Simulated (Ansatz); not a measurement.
## Phonon calculation, with input and output: GaH3BrF

- system: GaH3BrF
- method: RKS PBE0-D4/def2-SVP (Ansatz 0.2.0)

Figures and captions count atoms from 1; the log counts them from 0 in places.

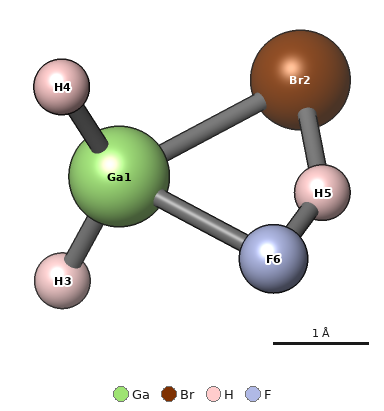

Fig. 1: The structure (ball-and-stick view, seen at a tilt; atoms are numbered from 1 in the order of the input). Sticks mark near contacts. Bond lengths as drawn: Br–Ga 2.39 Å, Br–H 1.71 Å, F–Ga 2.04 Å, F–H 1.12 Å and Ga–H 1.55 Å.

**Input**
```yaml
crystal:
  periodic: [false, false, false]
  atoms:
    - {symbol: Ga, position_ang: [-0.424566, -0.602862, 0.110773]}
    - {symbol: Br, position_ang: [0.432988, 0.712038, -1.695774]}
    - {symbol: H, position_ang: [0.415912, -1.897270, 0.289809]}
    - {symbol: H, position_ang: [-1.909252, -0.241114, 0.391471]}
    - {symbol: H, position_ang: [0.813222, 1.146966, -0.086896]}
    - {symbol: F, position_ang: [0.671796, 0.882242, 0.990517]}
basis:
  gaussian: {orbitals: def2-SVP}
hamiltonian: {xc: pbe0, dispersion: d4}
phonons: {}
scf: {lower_state_search: off}
```

Run as:
```bash
ansatz run in.yaml --threads 4 --pin off --events-out ev --progress --plain --max-ram 9574MiB
```

**The program's output**
```
Functional definition: PBE0
  name "PBE0"
  cite "Adamo & Barone, J. Chem. Phys. 110, 6158 (1999) doi:10.1063/1.478522"
  cite "Perdew, Burke & Ernzerhof, Phys. Rev. Lett. 77, 3865 (1996) doi:10.1103/PhysRevLett.77.3865"
  parent pbe
  parameter a = 0.25
  parameter kappa = 0.804
  parameter beta = 0.06672455060314922
  exchange = (1 - a)*pbe_x(kappa = kappa, mu = beta*pi^2/3) + a*exact_x
  correlation = pbe_c(beta = beta)
these checks for a lower state are left out or cut short: stability, starts, cluster_reference, orbital_swaps, neighbouring_geometries, increment
972 factors; integrals over basis functions are off by at most 3.3e-4 eV
mean field evaluation 1: about -125154.8225 eV, gradient 3.2e1 eV
mean field evaluation 2: about -125153.0072 eV, gradient 4.8e1 eV
mean field evaluation 4: about -125156.2659 eV, gradient 1.8e0 eV
mean field evaluation 8: about -125156.2764 eV, gradient 5.5e-2 eV
mean field evaluation 16: about -125156.2764 eV, gradient 6.9e-6 eV
mean field -125156.27638016 eV, -4599.4083229998 hartree, gradient 6.9e-6 eV, S^2 0.000000; 0 other end points of the search recorded, 0 dependent functions left out
the calculation of the forces begins
reference -125156.27640711 eV, -4599.4083239901 hartree; 39, 39 occupied and 54, 54 virtual orbitals, 972 factors
these checks for a lower state are left out or cut short: stability, starts, cluster_reference, orbital_swaps, neighbouring_geometries, increment
972 factors; integrals over basis functions are off by at most 3.3e-4 eV
mean field -125156.27569758 eV, -4599.4082979153 hartree, gradient 1.3e-6 eV, S^2 0.000000; 0 other end points of the search recorded, 0 dependent functions left out
[... from here on the field's lines of each further geometry are left out, up to the last ...]
the calculation of the forces begins
reference -125156.27419598 eV, -4599.4082427327 hartree; 39, 39 occupied and 54, 54 virtual orbitals, 972 factors
these checks for a lower state are left out or cut short: stability, starts, cluster_reference, orbital_swaps, neighbouring_geometries, increment
972 factors; integrals over basis functions are off by at most 3.3e-4 eV
mean field evaluation 224: about -125156.2785 eV, gradient 1.1e-6 eV
mean field -125156.27848220 eV, -4599.4084002484 hartree, gradient 1.1e-6 eV, S^2 0.000000; 0 other end points of the search recorded, 0 dependent functions left out
the calculation of the forces begins
reference -125156.27850915 eV, -4599.4084012386 hartree; 39, 39 occupied and 54, 54 virtual orbitals, 972 factors
Total energy: -125156.37282319 eV, -4599.4118672158 hartree
Atom 0 at    -0.424566    -0.602862     0.110773 Å, force    -0.242803    -0.376442     0.577459 eV/Å
Atom 1 at     0.432988     0.712038    -1.695774 Å, force     0.049864     0.159452    -1.456411 eV/Å
Atom 2 at     0.415912    -1.897270     0.289809 Å, force     0.001264     0.001108     0.000148 eV/Å
Atom 3 at    -1.909252    -0.241114     0.391471 Å, force     0.000652     0.001598     0.000235 eV/Å
Atom 4 at     0.813222     1.146966    -0.086896 Å, force     0.109200     0.046182     1.744170 eV/Å
Atom 5 at     0.671796     0.882242     0.990517 Å, force     0.081822     0.168101    -0.865602 eV/Å
Dipole moment:    -0.070064    -0.097301    -0.017117 e Å
Vibrations: 42.00 296.59 391.24 407.07 485.56 638.05 729.81 867.75 1194.96 1499.20 2038.52 2055.42 cm⁻¹, zero-point energy 0.659979 eV
Checks for a lower state left out: stability, starts, cluster_reference, orbital_swaps, neighbouring_geometries, increment
```

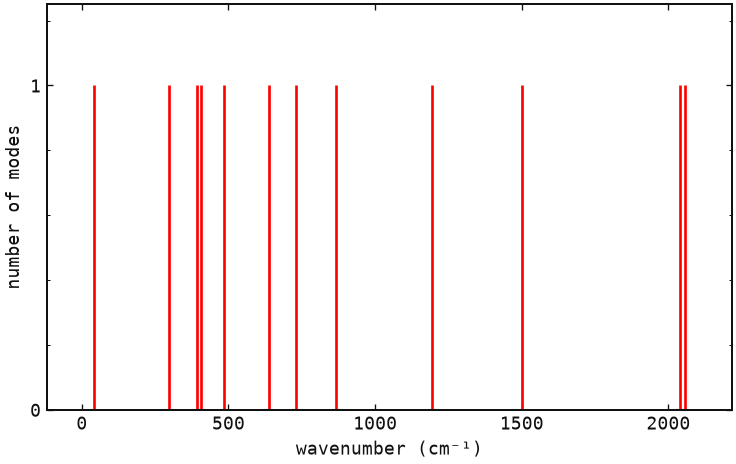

Fig. 2: Harmonic vibrational wavenumbers from the force constants; neighbouring modes closer than 9 cm⁻¹ are counted in one stick. 12 modes from 42 to 2055 cm⁻¹, none imaginary.

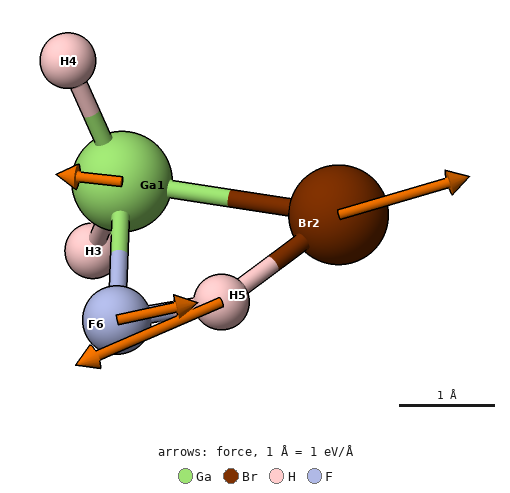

Fig. 3: Forces on the atoms as orange arrows (ball-and-stick view, seen at a tilt; atoms are numbered from 1 in the order of the input); the smallest are left out. The largest act on H5 (1.75 eV/Å); Br2 (1.47 eV/Å); F6 (0.89 eV/Å); Ga1 (0.73 eV/Å). The geometry is not a stationary point of this energy.

**Results in brief**

| quantity | value |
| --- | --- |
| outcome | converged |
| total energy | −125156.3728 eV |
| mean-field energy | −125156.2764 eV |
| dispersion energy | −0.0964 eV |
| largest force (length of the vector) | 1.748 eV/Å |
| dipole moment | 0.58 D |
| hardware | 4 threads of Arm Neoverse V1, 23 GiB of memory available, shared host |
| wall time | 33 s (CPU time 1.8 min) |
| peak memory | 0.2 GiB |
